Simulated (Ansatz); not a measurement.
**Run report: CH$_{5}$ClOSn, frequency calculation**

- system: CH$_{5}$ClOSn
- method: RKS BLYP-D4/def2-SVP (Ansatz 0.2.0)

It belongs to a series of runs on one base structure; here: vibrations at the highest image of the band. Figures and captions count atoms from 1; the log counts them from 0 in places.

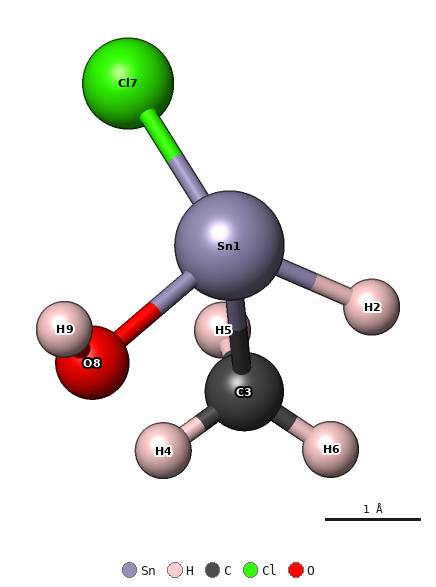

*The structure as given in the input (ball-and-stick view, seen at a tilt; atoms are numbered from 1 in the order of the input). Sticks mark near contacts.*

Bond lengths as drawn: Cl–Sn 2.41 Å, C–H 1.10 to 1.11 Å, C–Sn 2.46 Å, H–O 0.98 Å, H–Sn 1.71 Å and O–Sn 2.03 Å.

## Input
```yaml
crystal:
  periodic: [false, false, false]
  atoms:
    - { symbol: Sn, position_ang: [-0.316464, 0.027459, 0.718106] }
    - { symbol: H, position_ang: [0.758893, 0.35448, 2.013383] }
    - { symbol: C, position_ang: [2.123465, 0.055607, 0.417256] }
    - { symbol: H, position_ang: [2.133155, -0.885727, -0.167461] }
    - { symbol: H, position_ang: [2.293988, 0.963392, -0.188111] }
    - { symbol: H, position_ang: [2.79794, -0.000748, 1.290366] }
    - { symbol: Cl, position_ang: [-0.649759, 1.709649, -0.973534] }
    - { symbol: O, position_ang: [-0.29221, -1.788907, -0.192096] }
    - { symbol: H, position_ang: [-1.210109, -2.133008, -0.213708] }
basis:
  gaussian: { orbitals: def2-SVP }
hamiltonian:
  xc: blyp
  dispersion: d4
phonons: {}
```

Hardware: 2 threads of Arm Neoverse N1, 24 GiB of memory available, shared host.

Launched with:
```bash
ansatz run input.yaml --threads 2 --pin off --max-ram 3072MiB --backend cpu --events-out ev --progress --plain --runs-dir out
```

## What the program printed
```
Engine: ansatz 0.2.0, aarch64-unknown-linux-gnu
Functional definition: BLYP
  parameter beta = 0.0042
  parameter a = 0.04918
  parameter b = 0.132
  parameter c = 0.2533
  parameter d = 0.349
  exchange = b88_x(beta = beta)
  correlation = lyp_c(a = a, b = b, c = c, d = d)
1077 factors; their error is unknown
mean field evaluation 1: about -21490.4302 eV, gradient 8.7e1 eV
mean field evaluation 2: about -21342.3275 eV, gradient 2.2e2 eV
mean field evaluation 4: about -21501.4036 eV, gradient 5.2e1 eV
mean field evaluation 8: about -21509.4380 eV, gradient 6.3e-1 eV
mean field evaluation 16: about -21509.4061 eV, gradient 9.2e-4 eV
mean field -21509.40612090 eV, -790.4560953438 hartree, gradient 2.2e-5 eV, S^2 0.000000; 1 other end points of the search recorded, 0 dependent functions left out
the calculation of the forces begins
reference -21509.40644977 eV, -790.4561074298 hartree; 29, 29 occupied and 68, 68 virtual orbitals, 1077 factors
these checks for a lower state are left out or cut short: stability, starts, cluster_reference, orbital_swaps, neighbouring_geometries, increment
1077 factors; their error is unknown
mean field -21509.40630347 eV, -790.4561020532 hartree, gradient 2.8e-6 eV, S^2 0.000000; 0 other end points of the search recorded, 0 dependent functions left out
[... from here on the field's lines of each further geometry are left out, up to the last ...]
the calculation of the forces begins
reference -21509.40646156 eV, -790.4561078629 hartree; 29, 29 occupied and 68, 68 virtual orbitals, 1077 factors
these checks for a lower state are left out or cut short: stability, starts, cluster_reference, orbital_swaps, neighbouring_geometries, increment
1077 factors; their error is unknown
mean field -21509.40610388 eV, -790.4560947184 hartree, gradient 9.9e-7 eV, S^2 0.000000; 0 other end points of the search recorded, 0 dependent functions left out
the calculation of the forces begins
reference -21509.40643275 eV, -790.4561068044 hartree; 29, 29 occupied and 68, 68 virtual orbitals, 1077 factors
WARN: phonons: modes at or below zero, which the zero-point energy, F, S and C_V leave out: 1, the lowest at -951.57 cm⁻¹. A minimum has none, and a first-order saddle one
Total energy: -21509.82617783 eV, -790.4715321515 hartree
Atom 0 at    -0.316464     0.027459     0.718106 Å, force    -0.000725    -0.000363    -0.000449 eV/Å
Atom 1 at     0.758893     0.354480     2.013383 Å, force     0.000645     0.002144     0.000149 eV/Å
Atom 2 at     2.123465     0.055607     0.417256 Å, force    -0.007792     0.007735     0.005488 eV/Å
Atom 3 at     2.133155    -0.885727    -0.167461 Å, force     0.003372    -0.000017    -0.002732 eV/Å
Atom 4 at     2.293988     0.963392    -0.188111 Å, force     0.001804    -0.001751    -0.001521 eV/Å
Atom 5 at     2.797940    -0.000748     1.290366 Å, force     0.001563    -0.005868    -0.001374 eV/Å
Atom 6 at    -0.649759     1.709649    -0.973534 Å, force     0.000395    -0.000740     0.000177 eV/Å
Atom 7 at    -0.292210    -1.788907    -0.192096 Å, force     0.000434    -0.001944    -0.000226 eV/Å
Atom 8 at    -1.210109    -2.133008    -0.213708 Å, force     0.000304     0.000804     0.000489 eV/Å
Dipole moment:    -0.119279    -0.188941     0.430210 e Å
Vibrations: -951.57 89.37 120.78 139.50 159.87 276.57 330.41 349.57 464.91 560.01 630.76 649.36 893.50 1000.23 1354.36 1376.12 1853.95 2956.09 3089.10 3114.03 3643.34 cm⁻¹, zero-point energy 1.429032 eV
```

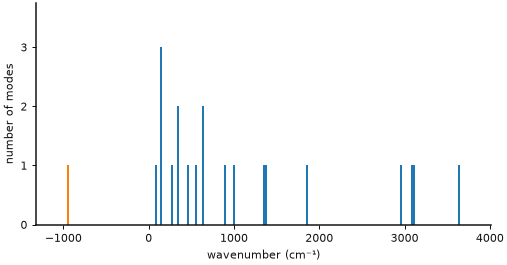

*Harmonic vibrational wavenumbers from the force constants; neighbouring modes closer than 21 cm⁻¹ are counted in one stick, and imaginary ones are drawn at negative wavenumbers.*

21 modes from 952i to 3643 cm⁻¹, 1 imaginary beyond 8i (952i cm⁻¹): a first-order saddle point, if the geometry is stationary.

## Results in brief

| quantity | value |
| --- | --- |
| outcome | converged |
| total energy | −21509.8262 eV |
| mean-field energy | −21509.4064 eV |
| largest force (length of the vector) | 0.012 eV/Å |
| wall time | 93 s (CPU time 3 min) |
| peak memory | 0.13 GiB |
